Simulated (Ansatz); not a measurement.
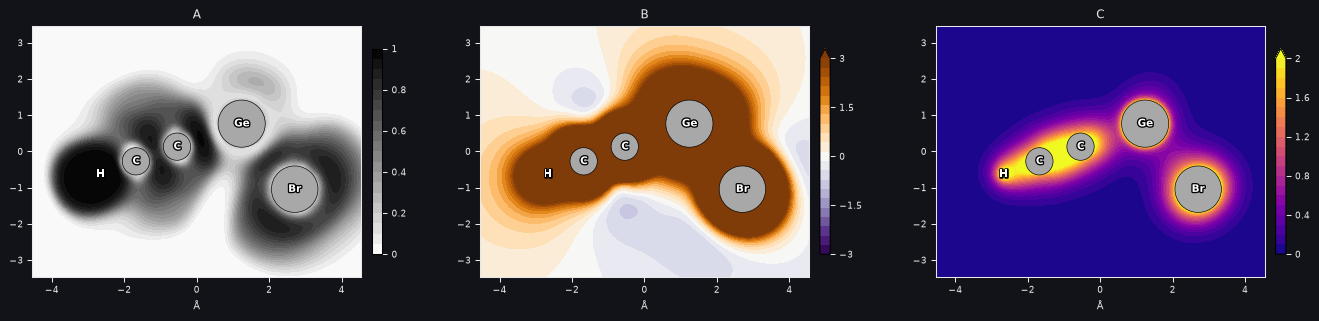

C₂H₃BrGe: 3 fields on the plane of atoms C2, Ge3 and Br4, with unlabelled colour scales. Grey discs cover the atomic cores.

Not at a stationary point (largest force 1.4 eV/Å).

All numbers below come from SCF hf, Gaussian basis (Ansatz 0.2.0).

```xyz
7

C     1.9006    0.2250    0.7405
C     0.7824    0.0369    0.3323
Ge   -0.9747   -0.2579   -0.3094
Br   -1.6702    1.5945   -1.5352
H     2.8826    0.3902    1.0989
H    -1.9324   -0.4743    0.8900
H    -0.9884   -1.5143   -1.2171
```

The panels show electron density, electron localisation function and electrostatic potential in some order. Assign them.

Panel A: electron localisation function. Panel B: electrostatic potential (strongly positive close to the atoms, with negative regions outside electron-rich atoms). Panel C: electron density. From the grid: C–C (1.21 Å): ρ at the midpoint is about 2.8 e/Å³; the ELF peaks at about 0.85 between the atoms: a short, multiple covalent bond. C–Ge (1.89 Å): ρ is about 0.92 e/Å³ halfway; the ELF peaks at about 0.95 in the valence shell of C, 0.7 Å from its nucleus, and is about 0.65 at the midpoint.
